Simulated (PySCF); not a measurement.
**One shape, several levels: TaF5 (tantalum pentafluoride)**

Aim: a comparison of 6 runs (B2PLYP/def2-SVP, BHLYP/def2-SVP, CAM-B3LYP/def2-SVP, M06-2X/def2-SVP, M06-L/def2-SVP, wB97X/def2-SVP) of TaF5 (tantalum pentafluoride). Input form: a Python script.

The results are computed with PySCF 2.14.0.

1 further run of the same task is left out (set aside as unsound or not needed).

### 1 The system as given

TaF5: 6 atoms, total charge 0, spin state singlet. As SMILES, `F[Ta](F)(F)(F)F`. The coordinates come from a PBE0-D4/def2-TZVP relaxation.

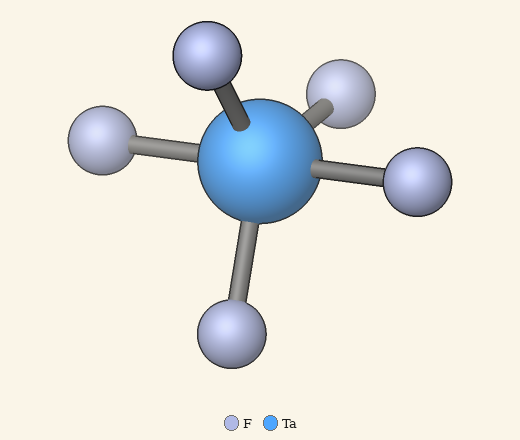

The structure, seen from a chosen angle (fluorine light blue, tantalum blue).

### 2 A single-point energy at B2PLYP/def2-SVP (core potential) (run 1)

Input file input.py:

```python
from pyscf import gto, dft, mp

mol = gto.M(
    atom='''
F   -1.030170  -1.289830   0.890600
Ta   0.000080  -0.000050   0.000020
F    1.542230  -0.861760   0.535750
F   -0.806180  -0.458120  -1.596180
F    1.030090   1.290020  -0.890420
F   -0.736030   1.319740   1.060250
''',
    ecp={'Ta': 'def2-svp'},
    basis='def2-svp',
    verbose=3,
    spin=0,
    max_memory=1860,
)

calc0 = dft.RKS(mol)
calc0.xc = '0.53*HF + 0.47*B88, 0.73*LYP'
calc0.conv_tol = 1e-10
calc0.grids.level = 5
calc0.kernel()
if not calc0.converged:
    calc0 = calc0.newton().run(calc0.mo_coeff, calc0.mo_occ)

pt = mp.MP2(calc0, frozen=5).run()
e_final = calc0.e_tot + 0.27 * pt.e_corr
print('PT2 part  %.8f' % (0.27 * pt.e_corr))
print('E(%s) = %.9f' % ('B2PLYP', e_final))
```

Launch:

```bash
$ OMP_NUM_THREADS=1 python input.py
```

What it wrote:

```text
converged SCF energy = -555.277375059108
E(RMP2) = -556.779630109214  E_corr = -1.5022550501056
E(SCS-RMP2) = -556.694839857789  E_corr = -1.41746479868151
PT2 part  -0.40560886
E(B2PLYP) = -555.682983923
```

Wall time 23 s (1 thread of Intel Xeon at 2.70GHz, shared host); peak memory 0.54 GiB.

### 3 A single-point energy at BHLYP/def2-SVP (core potential) (run 2)

Input file input.py:

```python
from pyscf import gto, dft

mol = gto.M(
    atom='''
F     -1.946739    -2.437425     1.682990
Ta     0.000151    -0.000094     0.000038
F      2.914392    -1.628490     1.012421
F     -1.523459    -0.865721    -3.016343
F      1.946588     2.437784    -1.682650
F     -1.390895     2.493947     2.003582
''',
    unit='bohr',
    charge=0,
    spin=0,
    max_memory=1860,
    basis='def2-svp',
    verbose=3,
    ecp={'Ta': 'def2-svp'},
)

mf = dft.RKS(mol)
mf.xc = 'bhandhlyp'
mf.conv_tol = 1e-10
mf.grids.level = 5
mf.kernel()
if not mf.converged:
    mf = mf.newton().run(mf.mo_coeff, mf.mo_occ)

e_tot = mf.e_tot
print('Final energy', e_tot)
```

Launch:

```bash
$ OMP_NUM_THREADS=1 python input.py
```

What it wrote:

```text
converged SCF energy = -555.86865931825
Final energy -555.86865931825
```

Run time: 23 s. Hardware: 1 thread of Intel Xeon at 2.70GHz, shared host; peak memory 0.54 GiB.

Runs 3 to 5 aren't shown in full; the table further down has their settings and results.

### 4 A single-point energy at wB97X/def2-SVP (core potential) (run 6)

Input file start.xyz:

```xyz
6
F5Ta
F     -1.030170    -1.289830     0.890600
Ta     0.000080    -0.000050     0.000020
F      1.542230    -0.861760     0.535750
F     -0.806180    -0.458120    -1.596180
F      1.030090     1.290020    -0.890420
F     -0.736030     1.319740     1.060250
```

Input file input.py:

```python
from pyscf import gto, dft

mol = gto.Mole()
mol.atom = 'start.xyz'
mol.verbose = 3
mol.ecp = {'Ta': 'def2-svp'}
mol.max_memory = 1860
mol.basis = 'def2-svp'
mol.build()

calc0 = dft.RKS(mol)
calc0.xc = 'wb97x'
calc0.conv_tol = 1e-10
calc0.grids.level = 5
calc0.kernel()
if not calc0.converged:
    calc0 = calc0.newton().run(calc0.mo_coeff, calc0.mo_occ)

e_tot = calc0.e_tot
print(f'total energy: {e_tot:.8f} hartree')
```

Launch:

```bash
$ OMP_NUM_THREADS=1 python input.py
```

What it wrote:

```text
converged SCF energy = -556.09218078149
total energy: -556.09218078 hartree
```

Run time: 39 s. Hardware: 1 thread of Intel Xeon at 2.70GHz, shared host; peak memory 0.54 GiB.

### 5 All runs side by side

```csv
run,level,frozen core orbitals,energy (Eh),dipole moment (D),HOMO energy (eV),LUMO energy (eV),wall time
1,B2PLYP/def2-SVP (core potential),5,-555.682984,0.00,-14.32,-1.35,23 s
2,BHLYP/def2-SVP (core potential),–,-555.868659,0.00,-14.33,-1.73,23 s
3,CAM-B3LYP/def2-SVP (core potential),–,-556.033768,0.00,-13.71,-1.36,39 s
4,M06-2X/def2-SVP (core potential),–,-555.890380,0.00,-14.28,-1.61,38 s
5,M06-L/def2-SVP (core potential),–,-556.164563,0.00,-10.62,-3.27,37 s
6,wB97X/def2-SVP (core potential),–,-556.092181,0.00,-14.73,-0.25,39 s
```

### 6 Results

| quantity | value |
| --- | --- |
| run 6: total energy | -556.09218 Eh |
| run 6: dipole moment | 0.00 D |
| run 6: HOMO energy | -14.73 eV |
| run 6: LUMO energy | -0.25 eV |
| run 6: HOMO–LUMO gap | 14.49 eV |

The HOMO–LUMO gap runs from 7.35 eV (M06-L/def2-SVP) to 14.49 eV (wB97X/def2-SVP). Totals of different functionals can't be ranked against each other. All runs together took 3.3 min, the longest 39 s.
